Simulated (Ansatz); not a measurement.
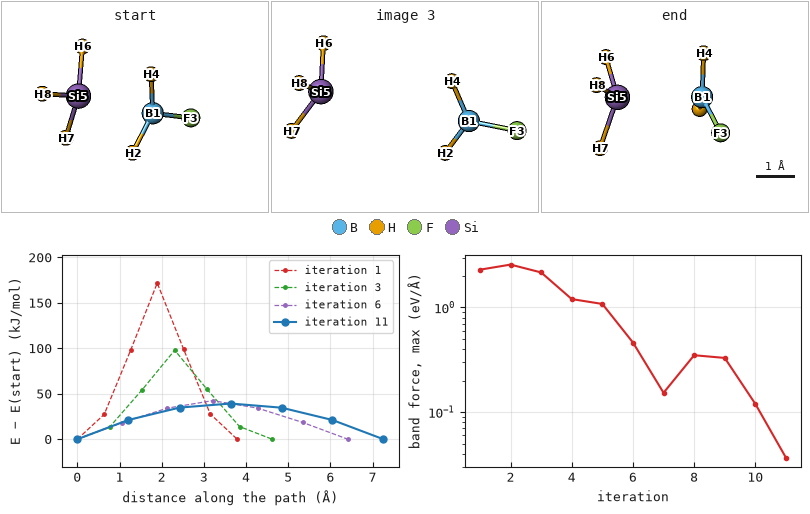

A nudged-elastic-band calculation for BSiH5F (multiplicity 2), made up at the start of BH₂F and SiH$_{3}$. Images are numbered from 0 (start) to 6 (end). The plot follows the band through its iterations. The picture is a ball-and-stick view, seen at a tilt.

Method: Ansatz, UKS BLYP-D4/def2-SVP. Run with 5 movable images; climbing image; force threshold 0.05 eV/Å; iteration limit 60; starting path by straight interpolation.

> Judge this run.

The result isn't final. The band hadn't converged when the run stopped after 11 iterations. The largest component of the band force went from 2.3 to 0.037 eV/Å. The barrier read from it is provisional, though the highest image hardly moved in the last two iterations. The straight starting path can push atoms close together and costs iterations. The first iteration put the highest image at 171.8 kJ/mol. The two ends have the same energy, and the highest point, image 3, lies 39.3 kJ/mol above the start.
